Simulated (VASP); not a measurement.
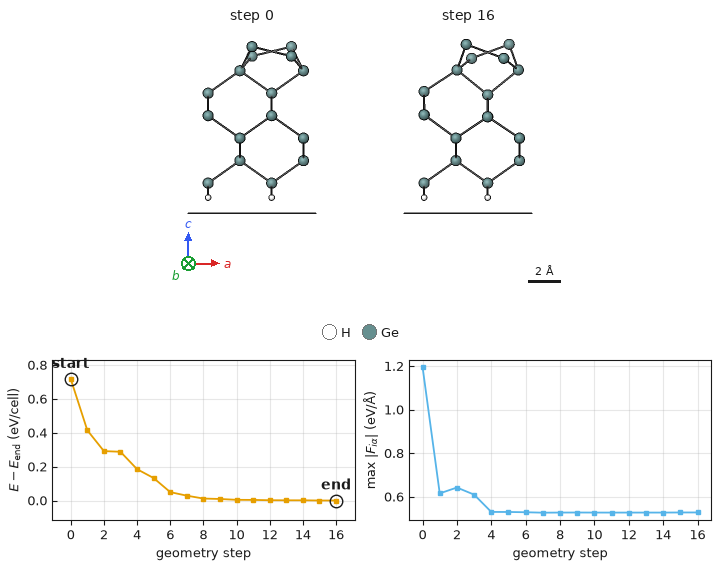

First and last geometry of a relaxation of a slab of composition Ge7H2, with the history of the run. The picture is a ball-and-stick view of the cell of the calculation, outlined in the plane, without the vacuum (origin shifted), seen along the b axis.

The run lets the atoms move in a fixed cell. 20 atoms are held fixed.

All numbers below come from Kohn-Sham DFT of a periodic cell, PBEsol, VASP PAW PBE potentials, recommended (VASP).

Input file:
```
SYSTEM = Ge7H2
PREC = Normal
ENCUT = 450
EDIFF = 1E-6
ISMEAR = 0
SIGMA = 0.05
LREAL = Auto
LASPH = .True.
NELM = 80
ALGO = Normal
ISIF = 2
LWAVE = .False.
LCHARG = .False.
LDIPOL = .True.
IDIPOL = 3
DIPOL = 0.5 0.5 0.471
GGA = PS
IBRION = 2
NSW = 90
EDIFFG = -0.03
KPAR = 4
NCORE = 2
```

Launched with:
```bash
cat potpaw_PBE.64/H/POTCAR potpaw_PBE.64/Ge_d/POTCAR > POTCAR
mpirun -np 8 vasp_std > vasp.out
```

**Did the run converge, and what did it change?**

It converged. The largest moves, 0.27 Å, are those of Ge atoms. H stays in place. The cell stays as it was. Near-neighbour distances that change, for instance: Ge–Ge 2.334 → 2.451 Å, Ge–Ge 2.629 → 2.534 Å, Ge–Ge 2.457 → 2.410 Å, Ge–Ge 2.457 → 2.500 Å. Among the angles between lasting bonds that change: Ge–Ge–Ge 95.6° → 105.5°, Ge–Ge–Ge 98.4° → 89.4°, Ge–Ge–Ge 109.5° → 102.0°. Over 16 geometry steps the energy falls by 0.717 eV per cell of the calculation. The largest force component goes from 1.2 to 0.53 eV/Å. It ran on 8 threads of AMD EPYC 7R13 Processor (Zen 3), on a shared host.
